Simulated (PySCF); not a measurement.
Cl$_{2}$MoO$_{2}$, SMILES `O=[Mo](=O)(Cl)Cl`.

Level of theory: CAM-B3LYP/def2-SVP (PySCF), at a geometry from GFN2-xTB. Core potentials replace the inner electrons of Mo; spin–orbit coupling isn't included. This is a single-reference result, which may miss multireference character in this system. No frequency check shows the geometry to be a minimum. GFN2-xTB bond lengths at metals and heavier atoms can be off by up to 0.1 Å and shapes distorted, which carries into these values. Without diffuse functions Rydberg states are missing, so the states' numbers hold for this basis only.

Input

```python
import numpy as np
from pyscf import gto, scf, dft, tdscf
from pyscf.scf import atom_ks, atom_hf
from scipy.linalg import block_diag

def solve(mol, dm0=None, hcore=None):
    mf = (dft.UKS if mol.spin else dft.RKS)(mol, xc='camb3lyp')
    mf.grids.level = 3
    mf = mf.density_fit(auxbasis='def2-universal-jkfit')
    mf.conv_tol, mf.max_cycle = 1e-8, 80
    if hcore is not None:
        mf.get_hcore = lambda *args: hcore
    mf.kernel(dm0)
    if not mf.converged:
        mf = mf.newton().run(mf.mo_coeff, mf.mo_occ, max_cycle=30)
    assert mf.converged, 'SCF not converged'
    return mf

mol = gto.M(atom='''
O     -0.00037     1.17239    -1.39482
Mo     0.00000     0.31947     0.00000
O      0.00037     1.17239     1.39481
Cl    -1.73261    -0.94635     0.00014
Cl     1.73261    -0.94635    -0.00014
''', basis='def2-svp', ecp={'Mo': 'def2-svp'}, charge=0, spin=0, verbose=4)
mf = solve(mol)
td = mf.TDA()
td.nstates, td.singlet, td.conv_tol = 6, True, 1e-5
td.kernel()
td.analyze()
x, y = np.array([p[0] for p in td.xy]), np.array([p[1] + 0 * p[0] for p in td.xy])
f, mu = td.oscillator_strength(), td.transition_dipole()
nto = [td.get_nto(state=i + 1, verbose=4) for i in range(len(td.e))]
# spherically averaged free atoms, for the promolecule
atom_ks.AtomSphAverageRKS.init_guess_by_vsap = lambda self, mol=None: self.init_guess_by_minao(mol)  # core potentials
atm = atom_ks.get_atm_nrks(mol, xc='camb3lyp')
pro = block_diag(*[(atm[a[0]][2] * atm[a[0]][3]) @ atm[a[0]][2].T for a in mol._atom])
np.savez('result.npz', e=td.e, f=f, ok=td.converged, w=[n[0] for n in nto], nto=[n[1] for n in nto], x=x, y=y, c=mf.mo_coeff, occ=mf.mo_occ, eps=mf.mo_energy, pro=pro, mu=mu)
```

Launched as:

```sh
OMP_NUM_THREADS=1 python input.py
```

The run took 3.3 min on 1 thread of AMD EPYC 7571, with other jobs on the host, peak memory 0.54 GiB.

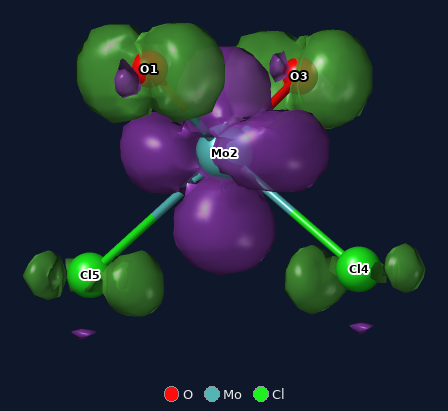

Unrelaxed difference density of S₃ less the ground state (TDA singlet states), ±0.06 e/Å³; purple: gain, green: loss.

How does the charge move on excitation?

0.67 e is displaced in all, of which about 0.5 e passes between atoms: O1 and O3 (0.18 e each) and Cl4 and Cl5 (0.06 e each) lose electrons and Mo2 (0.48 e) gains them. The state: 5.04 eV (246 nm), f = 0.026, ligand-to-metal charge transfer; the leading pair carries 90 %; hole on O1 and O3 (27 % each), Cl4 and Cl5 (17 % each) and Mo2 (11 %), electron on Mo2 (59 %), Cl4 and Cl5 (12 % each) and O1 and O3 (9 % each); their centroids lie 0.2 Å apart.
